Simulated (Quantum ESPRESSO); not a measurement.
**Magnetic state of Cu (Copper) from several starts**

Wanted: the moments of Cu (Copper) and the energy of each order that was tried.

Method: LDA; plane waves with GBRV 1.5 LDA potentials, no spin-orbit coupling, in Quantum ESPRESSO 7.5.

### Step 1. The structure

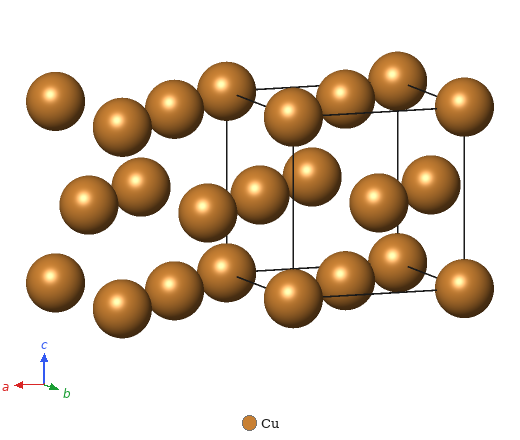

Start, viewed from a free direction; copper orange. 2×1×1 cells are drawn. This picture shows the conventional cell, with its axes. Some periodic images of atoms are drawn too.

The cell comes from the Crystallography Open Database.

### Step 2. Run 1, typed as ferro +

The signs are those of the starting moments on the seeded atoms, the atoms that are given a moment.

pw.in reads:

```
&CONTROL
  calculation = 'scf'
  prefix = 'pwscf'
  outdir = './tmp'
  pseudo_dir = './pseudo'
  disk_io = 'nowf'
/
&SYSTEM
  ibrav = 0
  celldm(1) = 8
  nat = 1
  ntyp = 1
  ecutwfc = 40
  ecutrho = 280
  nbnd = 16
  occupations = 'smearing'
  smearing = 'fd'
  degauss = 0.00734986
  nspin = 2
  starting_magnetization(1) = 0.0263
/
&ELECTRONS
  conv_thr = 2d-09
  electron_maxstep = 150
  mixing_beta = 0.3
/
ATOMIC_SPECIES
Cu     63.5460 cu_lda_v1.2.uspp.F.UPF
CELL_PARAMETERS alat
   0.0000000000000    0.4269599962826    0.4269599962826
   0.4269599962826    0.0000000000000    0.4269599962826
   0.4269599962826    0.4269599962826    0.0000000000000
ATOMIC_POSITIONS crystal
Cu      0.0000000000    0.0000000000    0.0000000000
K_POINTS automatic
12 12 12 0 0 0
```

Command:

```console
> OMP_NUM_THREADS=1 mpirun -n 4 pw.x -nk 4 -in pw.in > pw.out
```

What it wrote:

```text
Program PWSCF v.7.5 starts

     Message from routine setup:
     using ibrav=0 with symmetry is DISCOURAGED, use correct ibrav instead

     K-points division:     npool     =       4
     Subspace diagonalization in iterative solution of the eigenvalue problem:

     G-vector sticks info
     --------------------
     sticks:   dense  smooth     PW     G-vecs:    dense   smooth      PW
     Sum         439     253     91                 6231     2733     561

     Using Slab Decomposition

     bravais-lattice index     =            0
     lattice parameter (alat)  =       8.0000  a.u.
     unit-cell volume          =      79.7006 (a.u.)^3
     number of atoms/cell      =            1
     number of atomic types    =            1
     number of electrons       =        19.00
     number of Kohn-Sham states=           16
     kinetic-energy cutoff     =      40.0000  Ry
     charge density cutoff     =     280.0000  Ry
     scf convergence threshold =      2.0E-09
     mixing beta               =       0.3000
     number of iterations used =            8  plain     mixing
     Exchange-correlation= SLA  PZ   NOGX NOGC
                           (   1   1   0   0   0   0   0)

     celldm(1)=   8.000000  celldm(2)=   0.000000  celldm(3)=   0.000000
     celldm(4)=   0.000000  celldm(5)=   0.000000  celldm(6)=   0.000000

     crystal axes: (cart. coord. in units of alat)
               a(1) = (   0.000000   0.426960   0.426960 )
               a(2) = (   0.426960   0.000000   0.426960 )
               a(3) = (   0.426960   0.426960   0.000000 )

     reciprocal axes: (cart. coord. in units 2 pi/alat)
               b(1) = ( -1.171070  1.171070  1.171070 )
               b(2) = (  1.171070 -1.171070  1.171070 )
               b(3) = (  1.171070  1.171070 -1.171070 )

     PseudoPot. # 1 for Cu read from file:
     cu_lda_v1.2.uspp.F.UPF
     Pseudo is Ultrasoft + core correction, Zval = 19.0
     Generated by new atomic code, or converted to UPF format
     Using radial grid of  867 points,  6 beta functions with:
                l(1) =   0
                l(2) =   0
                l(3) =   1
                l(4) =   1
                l(5) =   2
                l(6) =   2
     Q(r) pseudized with  8 coefficients,  rinner =    1.150   1.150   1.150
                                                       1.150   1.150

     atomic species   valence    mass     pseudopotential
     Cu               19.00    63.54600     Cu( 1.00)

     Starting magnetic structure
     atomic species   magnetization
     Cu              0.026

     48 Sym. Ops., with inversion, found

   Cartesian axes

     site n.     atom                  positions (alat units)
         1        Cu     tau(   1) = (   0.0000000   0.0000000   0.0000000  )

     number of k points=    72  Fermi-Dirac smearing, width (Ry)=  0.0073
                       cart. coord. in units 2pi/alat
        k(    1) = (   0.0000000   0.0000000   0.0000000), wk =   0.0005787
        k(    2) = (   0.0975892   0.0975892  -0.0975892), wk =   0.0046296
        k(    3) = (   0.1951783   0.1951783  -0.1951783), wk =   0.0046296
        k(    4) = (   0.2927675   0.2927675  -0.2927675), wk =   0.0046296
        k(    5) = (   0.3903566   0.3903566  -0.3903566), wk =   0.0046296
        [... 67 further k-points ...]

     Dense  grid:     6231 G-vectors     FFT dimensions: (  25,  25,  25)

     Smooth grid:     2733 G-vectors     FFT dimensions: (  20,  20,  20)

     Generating pointlists ...
     new r_m :   0.2491 (alat units)  1.9926 (a.u.) for type    1

     Initial potential from superposition of free atoms

     starting charge      18.0000, renormalised to      19.0000
     Starting wfcs are   13 randomized atomic wfcs +    3 random wfcs

     Self-consistent Calculation

     iteration #  1     ecut=    40.00 Ry     beta= 0.30
     Davidson diagonalization with overlap
     ethr =  1.00E-02,  avg # of iterations =  5.7

     total energy              =    -402.00458498 Ry
     estimated scf accuracy    <       5.42159903 Ry

     total magnetization       =     0.27 Bohr mag/cell
     absolute magnetization    =     0.29 Bohr mag/cell

     iteration #  2     ecut=    40.00 Ry     beta= 0.30
     Davidson diagonalization with overlap
     ethr =  1.00E-02,  avg # of iterations =  2.2

     total energy              =    -403.43604507 Ry
     estimated scf accuracy    <       1.01488022 Ry

     total magnetization       =     0.02 Bohr mag/cell
     absolute magnetization    =     0.04 Bohr mag/cell

     iteration #  3     ecut=    40.00 Ry     beta= 0.30
     Davidson diagonalization with overlap
     ethr =  5.34E-03,  avg # of iterations =  1.1

     total energy              =    -403.54498232 Ry
     estimated scf accuracy    <       0.03283898 Ry

     total magnetization       =     0.04 Bohr mag/cell
     absolute magnetization    =     0.06 Bohr mag/cell

     [... further iterations left out ...]

     iteration # 10     ecut=    40.00 Ry     beta= 0.30
     Davidson diagonalization with overlap
     ethr =  1.49E-07,  avg # of iterations =  1.2

     total energy              =    -403.54564729 Ry
     estimated scf accuracy    <       0.00000117 Ry

     total magnetization       =     0.00 Bohr mag/cell
     absolute magnetization    =     0.00 Bohr mag/cell

     iteration # 11     ecut=    40.00 Ry     beta= 0.30
     Davidson diagonalization with overlap
     ethr =  6.16E-09,  avg # of iterations =  2.0

     total energy              =    -403.54564735 Ry
     estimated scf accuracy    <       0.00000043 Ry

     total magnetization       =    -0.00 Bohr mag/cell
     absolute magnetization    =     0.00 Bohr mag/cell

     iteration # 12     ecut=    40.00 Ry     beta= 0.30
     Davidson diagonalization with overlap
     ethr =  2.26E-09,  avg # of iterations =  1.5

     total energy              =    -403.54564741 Ry
     estimated scf accuracy    <       0.00000001 Ry

     total magnetization       =     0.00 Bohr mag/cell
     absolute magnetization    =     0.00 Bohr mag/cell

     iteration # 13     ecut=    40.00 Ry     beta= 0.30
     Davidson diagonalization with overlap
     ethr =  6.26E-11,  avg # of iterations =  2.0

     Magnetic moment per site  (integrated on atomic sphere of radius R)
     atom   1 (R=0.249)  charge= 17.8187  magn=  0.0000

     End of self-consistent calculation

     Number of k-points >= 100: set verbosity='high' to print the bands.

     the Fermi energy is    15.5812 ev

!    total energy              =    -403.54564742 Ry
     estimated scf accuracy    <          1.2E-10 Ry
     smearing contrib. (-TS)   =      -0.00089615 Ry
     internal energy E=F+TS    =    -403.54475127 Ry

     The total energy is F=E-TS. E is the sum of the following terms:
     one-electron contribution =    -268.30204572 Ry
     hartree contribution      =     145.27259196 Ry
     xc contribution           =     -38.23041965 Ry
     ewald contribution        =    -242.28487785 Ry

     total magnetization       =     0.00 Bohr mag/cell
     absolute magnetization    =     0.00 Bohr mag/cell

     convergence has been achieved in  13 iterations

=------------------------------------------------------------------------------=
   JOB DONE.
=------------------------------------------------------------------------------=
```

The job ended after 4.4 s (4 MPI ranks of Intel Xeon Platinum 8488C (Sapphire Rapids), shared host; peak memory 0.24 GiB).

The spin moment in the atom's sphere vanishes on all atoms.

Numbers from this step:

- smearing term TS: 0.01219 eV
- magnetization: 0 μB
- absolute magnetization: 0 μB
- final state: non-magnetic

### Step 3. Run 2 (antiferro q=(0,0,1/2) +−)

The cell is doubled to 2 atoms to hold this order. The wavevector q is in fractions of the reciprocal vectors of the crystal's primitive cell, as the cells of these inputs are built from it; moments change sign between cells as cos(2π q·R).

pw.in reads:

```
&CONTROL
  calculation = 'scf'
  prefix = 'pwscf'
  outdir = './tmp'
  pseudo_dir = './pseudo'
  disk_io = 'nowf'
/
&SYSTEM
  ibrav = 0
  celldm(1) = 8
  nat = 2
  ntyp = 2
  ecutwfc = 40
  ecutrho = 280
  nbnd = 26
  occupations = 'smearing'
  smearing = 'fd'
  degauss = 0.00734986
  nspin = 2
  starting_magnetization(1) = 0.0263
  starting_magnetization(2) = -0.0263
/
&ELECTRONS
  conv_thr = 4d-09
  electron_maxstep = 150
  mixing_beta = 0.3
/
ATOMIC_SPECIES
Cu1    63.5460 cu_lda_v1.2.uspp.F.UPF
Cu2    63.5460 cu_lda_v1.2.uspp.F.UPF
CELL_PARAMETERS alat
   0.0000000000000    0.4269599962826    0.4269599962826
   0.4269599962826    0.0000000000000    0.4269599962826
   0.8539199925653    0.8539199925653    0.0000000000000
ATOMIC_POSITIONS crystal
Cu1     0.0000000000    0.0000000000    0.0000000000
Cu2     0.0000000000    0.0000000000    0.5000000000
K_POINTS automatic
12 12 6 0 0 0
```

What it wrote:

```text
[banner, memory and clock lines left out]
Program PWSCF v.7.5 starts

     Message from routine setup:
     using ibrav=0 with symmetry is DISCOURAGED, use correct ibrav instead

     bravais-lattice index     =            0
     lattice parameter (alat)  =       8.0000  a.u.
     unit-cell volume          =     159.4012 (a.u.)^3
     number of atoms/cell      =            2
     number of atomic types    =            2
     number of electrons       =        38.00
     number of Kohn-Sham states=           26
     kinetic-energy cutoff     =      40.0000  Ry
     charge density cutoff     =     280.0000  Ry
     scf convergence threshold =      4.0E-09
     mixing beta               =       0.3000
     number of iterations used =            8  plain     mixing
     Exchange-correlation= SLA  PZ   NOGX NOGC
                           (   1   1   0   0   0   0   0)

     celldm(1)=   8.000000  celldm(2)=   0.000000  celldm(3)=   0.000000
     celldm(4)=   0.000000  celldm(5)=   0.000000  celldm(6)=   0.000000

     crystal axes: (cart. coord. in units of alat)
               a(1) = (   0.000000   0.426960   0.426960 )
               a(2) = (   0.426960   0.000000   0.426960 )
               a(3) = (   0.853920   0.853920   0.000000 )

     reciprocal axes: (cart. coord. in units 2 pi/alat)
               b(1) = ( -1.171070  1.171070  1.171070 )
               b(2) = (  1.171070 -1.171070  1.171070 )
               b(3) = (  0.585535  0.585535 -0.585535 )

     PseudoPot. # 1 for Cu read from file:
     cu_lda_v1.2.uspp.F.UPF
     Pseudo is Ultrasoft + core correction, Zval = 19.0

     PseudoPot. # 2 for Cu read from file:
     cu_lda_v1.2.uspp.F.UPF
     Pseudo is Ultrasoft + core correction, Zval = 19.0

     atomic species   valence    mass     pseudopotential
     Cu1              19.00    63.54600     Cu( 1.00)
     Cu2              19.00    63.54600     Cu( 1.00)

     Starting magnetic structure
     atomic species   magnetization
     Cu1             0.026
     Cu2            -0.026

     12 Sym. Ops., with inversion, found

   Cartesian axes

     site n.     atom                  positions (alat units)
         1        Cu1    tau(   1) = (   0.0000000   0.0000000   0.0000000  )
         2        Cu2    tau(   2) = (   0.4269600   0.4269600   0.0000000  )

     number of k points=    98  Fermi-Dirac smearing, width (Ry)=  0.0073
                       cart. coord. in units 2pi/alat
        k(    1) = (   0.0000000   0.0000000   0.0000000), wk =   0.0011574
        k(    2) = (   0.0975892   0.0975892  -0.0975892), wk =   0.0023148
        k(    3) = (   0.1951783   0.1951783  -0.1951783), wk =   0.0023148
        k(    4) = (  -0.2927675  -0.2927675   0.2927675), wk =   0.0011574
        k(    5) = (   0.0975892  -0.0975892   0.0975892), wk =   0.0069444
        [... 93 further k-points ...]

     Dense  grid:    12553 G-vectors     FFT dimensions: (  25,  25,  54)

     Smooth grid:     5497 G-vectors     FFT dimensions: (  20,  20,  40)

     Generating pointlists ...
     new r_m :   0.2491 (alat units)  1.9926 (a.u.) for type    1
     new r_m :   0.2491 (alat units)  1.9926 (a.u.) for type    2

     Initial potential from superposition of free atoms

     starting charge      36.0000, renormalised to      38.0000
     Starting wfcs are   26 randomized atomic wfcs

     Self-consistent Calculation

     iteration #  1     ecut=    40.00 Ry     beta= 0.30
     Davidson diagonalization with overlap
     ethr =  1.00E-02,  avg # of iterations =  4.9

     total energy              =    -804.15082996 Ry
     estimated scf accuracy    <      10.51792279 Ry

     total magnetization       =     0.00 Bohr mag/cell
     absolute magnetization    =     0.53 Bohr mag/cell

     iteration #  2     ecut=    40.00 Ry     beta= 0.30
     Davidson diagonalization with overlap
     ethr =  1.00E-02,  avg # of iterations =  3.1

     total energy              =    -806.89133995 Ry
     estimated scf accuracy    <       1.83463794 Ry

     total magnetization       =     0.00 Bohr mag/cell
     absolute magnetization    =     0.10 Bohr mag/cell

     [... further iterations left out ...]

     iteration # 14     ecut=    40.00 Ry     beta= 0.30
     Davidson diagonalization with overlap
     ethr =  6.33E-10,  avg # of iterations =  3.0

     total energy              =    -807.09129906 Ry
     estimated scf accuracy    <       0.00000018 Ry

     total magnetization       =     0.00 Bohr mag/cell
     absolute magnetization    =     0.00 Bohr mag/cell

     iteration # 15     ecut=    40.00 Ry     beta= 0.30
     Davidson diagonalization with overlap
     ethr =  4.82E-10,  avg # of iterations =  2.0

     Magnetic moment per site  (integrated on atomic sphere of radius R)
     atom   1 (R=0.249)  charge= 17.8191  magn=  0.0000
     atom   2 (R=0.249)  charge= 17.8191  magn=  0.0000

     End of self-consistent calculation

     Number of k-points >= 100: set verbosity='high' to print the bands.

     the Fermi energy is    15.5812 ev

!    total energy              =    -807.09129909 Ry
     estimated scf accuracy    <          3.4E-10 Ry
     smearing contrib. (-TS)   =      -0.00179231 Ry
     internal energy E=F+TS    =    -807.08950678 Ry

     The total energy is F=E-TS. E is the sum of the following terms:
     one-electron contribution =    -536.60330674 Ry
     hartree contribution      =     290.54430494 Ry
     xc contribution           =     -76.46074927 Ry
     ewald contribution        =    -484.56975571 Ry

     total magnetization       =     0.00 Bohr mag/cell
     absolute magnetization    =     0.00 Bohr mag/cell

     convergence has been achieved in  15 iterations
```

Elapsed: 21 s, on 4 MPI ranks; peak memory 0.33 GiB; 83 s of CPU time.

The spin moment in the atom's sphere vanishes on all atoms.

This step gave:

* smearing term TS: 0.02439 eV
* magnetization: 0 μB
* absolute magnetization: 0 μB
* final state: non-magnetic

### Step 4. Run 3 (antiferro q=(0,1/2,1/2) +−)

The cell is doubled to 2 atoms to hold this order.

pw.in: that of step 3 with these lines changed.

```diff
@@ -32,8 +32,8 @@
    0.0000000000000    0.4269599962826    0.4269599962826
-   0.4269599962826    0.0000000000000    0.4269599962826
-   0.8539199925653    0.8539199925653    0.0000000000000
+   0.8539199925653    0.0000000000000    0.8539199925653
+   0.8539199925653    0.4269599962826    0.4269599962826
 ATOMIC_POSITIONS crystal
 Cu1     0.0000000000    0.0000000000    0.0000000000
-Cu2     0.0000000000    0.0000000000    0.5000000000
+Cu2     0.0000000000    0.5000000000    0.0000000000
 K_POINTS automatic
-12 12 6 0 0 0
+12 6 12 0 0 0
```

What it wrote:

```text
     [... lines left out ...]
Program PWSCF v.7.5 starts
     [... lines left out ...]
     number of atoms/cell      =            2
     [... lines left out ...]
     number of electrons       =        38.00
     number of Kohn-Sham states=           26
     kinetic-energy cutoff     =      40.0000  Ry
     charge density cutoff     =     280.0000  Ry
     scf convergence threshold =      4.0E-09
     [... lines left out ...]
     16 Sym. Ops., with inversion, found
     [... lines left out ...]
     number of k points=   100  Fermi-Dirac smearing, width (Ry)=  0.0073
     [... lines left out ...]
     iteration # 16     ecut=    40.00 Ry     beta= 0.30
     [... lines left out ...]
     Magnetic moment per site  (integrated on atomic sphere of radius R)
     atom   1 (R=0.249)  charge= 17.8194  magn=  0.0000
     atom   2 (R=0.249)  charge= 17.8194  magn= -0.0000
     [... lines left out ...]
     the Fermi energy is    15.5813 ev
!    total energy              =    -807.09129839 Ry
     estimated scf accuracy    <          1.9E-09 Ry
     smearing contrib. (-TS)   =      -0.00179231 Ry
     [... lines left out ...]
     total magnetization       =     0.00 Bohr mag/cell
     absolute magnetization    =     0.00 Bohr mag/cell
     convergence has been achieved in  16 iterations
```

Run time: 32 s. Hardware: 4 MPI ranks; peak memory 0.35 GiB; 2.1 min of CPU time.

The spin moment in the atom's sphere vanishes on all atoms.

Read from the output:

```yaml
smearing_term_ts: 0.02439 eV
magnetization: 0 μB
absolute_magnetization: 0 μB
final_state: non-magnetic
```

### Step 5. Run 4 (no spin polarisation)

pw.in reads:

```
&CONTROL
  calculation = 'scf'
  prefix = 'pwscf'
  outdir = './tmp'
  pseudo_dir = './pseudo'
  disk_io = 'nowf'
/
&SYSTEM
  ibrav = 0
  celldm(1) = 8
  nat = 1
  ntyp = 1
  ecutwfc = 40
  ecutrho = 280
  nbnd = 15
  occupations = 'smearing'
  smearing = 'fd'
  degauss = 0.00734986
/
&ELECTRONS
  conv_thr = 2d-09
  electron_maxstep = 150
  mixing_beta = 0.3
/
ATOMIC_SPECIES
Cu     63.5460 cu_lda_v1.2.uspp.F.UPF
CELL_PARAMETERS alat
   0.0000000000000    0.4269599962826    0.4269599962826
   0.4269599962826    0.0000000000000    0.4269599962826
   0.4269599962826    0.4269599962826    0.0000000000000
ATOMIC_POSITIONS crystal
Cu      0.0000000000    0.0000000000    0.0000000000
K_POINTS automatic
12 12 12 0 0 0
```

What it wrote:

```text
     [... lines left out ...]
Program PWSCF v.7.5 starts
     [... lines left out ...]
     number of atoms/cell      =            1
     [... lines left out ...]
     number of electrons       =        19.00
     number of Kohn-Sham states=           15
     kinetic-energy cutoff     =      40.0000  Ry
     charge density cutoff     =     280.0000  Ry
     scf convergence threshold =      2.0E-09
     [... lines left out ...]
     48 Sym. Ops., with inversion, found
     [... lines left out ...]
     number of k points=    72  Fermi-Dirac smearing, width (Ry)=  0.0073
     [... lines left out ...]
     iteration # 14     ecut=    40.00 Ry     beta= 0.30
     [... lines left out ...]
     the Fermi energy is    15.5813 ev
!    total energy              =    -403.54564742 Ry
     estimated scf accuracy    <          4.2E-11 Ry
     smearing contrib. (-TS)   =      -0.00089615 Ry
     [... lines left out ...]
     convergence has been achieved in  14 iterations
```

It took 2.8 s on 4 MPI ranks; peak memory 0.23 GiB; 9.8 s of CPU time.

Numbers from this step:

```yaml
smearing_term_ts: 0.01219 eV
final_state: non-magnetic (no spin polarisation)
```

### Step 6. Ranking

An order is kept where moments of 0.15 μB or more survive with the typed signs; meshes match where a doubled cell samples the same k points as the first cell.

Orders:

```tsv
start	final state	typed order kept	energy over the lowest (meV a seeded atom)	largest site moment (μB)	net moment (μB a cell of the first run)	mesh matched	CPU time (s)
ferro +	non-magnetic	no	0.02895	0	0	yes	16.05
antiferro q=(0,0,1/2) +-	non-magnetic	no	0	0	0	yes	83.16
antiferro q=(0,1/2,1/2) +-	non-magnetic	no	0.004727	0	0	yes	126.8
no spin polarisation	non-magnetic	-	0.02895	0	0	yes	9.83
```

### Step 7. Results

- lowest state found: non-magnetic (from ferro +, antiferro q=(0,0,1/2) +-, antiferro q=(0,1/2,1/2) +- and no spin polarisation)
- largest site moment: 0 μB

**Reading.** The lowest state carries no moment, and no start kept one. This is the lowest of 4 collinear or spinless starts, no proof of the ground state. Energies are free energies at an electronic temperature of 1160 K, which lowers moments and differences where the moments are itinerant.

[Logs and program files are shortened in this print: banners, set-up blocks, solver, clock and traceback lines can be left out without a mark of their own.]

[Logs are printed without paths, hosts, clocks, repeated set-up lines and the standing remarks that a program may print on its own settings, such as how far it seeks lower states.]

[Hosts, paths, dates, database ids (printed as entryN), source tags and the programs' standing remarks are cut or masked in the printed files.]

[Where a cell is said to come from a database of computed structures, the database is the Materials Project.]
